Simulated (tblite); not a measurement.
## Nudged elastic band of C₂H₉OPSi₂

The run: nudged elastic band of C₂H₉OPSi₂. Method and program: GFN2-xTB climbing-image nudged elastic band, gas phase (tblite 0.8.0).

The run did not end well.

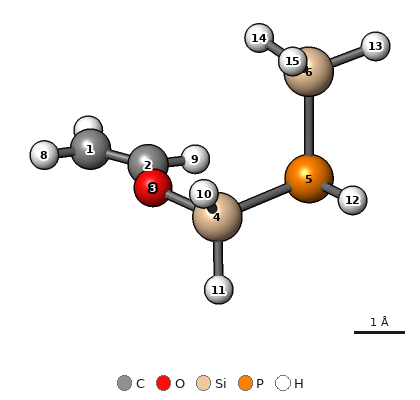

The structure as given in the input (ball-and-stick view, seen at a tilt; atoms are numbered from 1 in the order of the input). Bond lengths as drawn: C–C 1.32 Å, C–H 1.07 to 1.09 Å, C–O 1.35 Å, H–P 1.38 Å, H–Si 1.46 to 1.47 Å, O–Si 1.63 Å and P–Si 2.23 to 2.24 Å.

### Outcome

| quantity | value |
| --- | --- |
| outcome | not converged |
| forward barrier | 0.631 eV |
| hardware | 1 CPU thread, shared host |
| wall time | 5.4 s |
| peak memory | 0.2 GiB |

The run did not converge. At least one of its steps failed, so the values that rest on that step are not results.

### Input file
```
{"job": {"xc": "GFN2-xTB", "basis": "xTB", "kind": "neb"}, "charge": 0, "multiplicity": 1}
C     -2.465842     0.985794     1.469246
C     -1.608310     0.531972     0.573839
O     -1.208787    -0.755023     0.534805
Si    -0.306170    -1.530917    -0.573802
P      0.888459    -0.003427    -1.685124
Si     2.405096     0.589468    -0.160651
H     -2.754590     2.019303     1.481463
H     -2.898589     0.333587     2.206714
H     -1.162588     1.173896    -0.182483
H      0.422545    -2.470927     0.270724
H     -1.178852    -2.187000    -1.548621
H      1.681406    -0.914047    -2.347761
H      3.464589     1.288868    -0.886931
H      1.736127     1.489622     0.778160
H      2.981091    -0.543179     0.570181
```

The first line tells a small driver script what to run in tblite; the rest is the geometry in Å.

Launch command:
```bash
OMP_NUM_THREADS=1 python <driver script> task.json out
```

### The program's output
```
image   E - E0 / eV
  0       0.0000
  1       0.0762
  2       0.6307
  3       0.1954
  4       0.1379
  5       0.1012
  6       0.0908
```
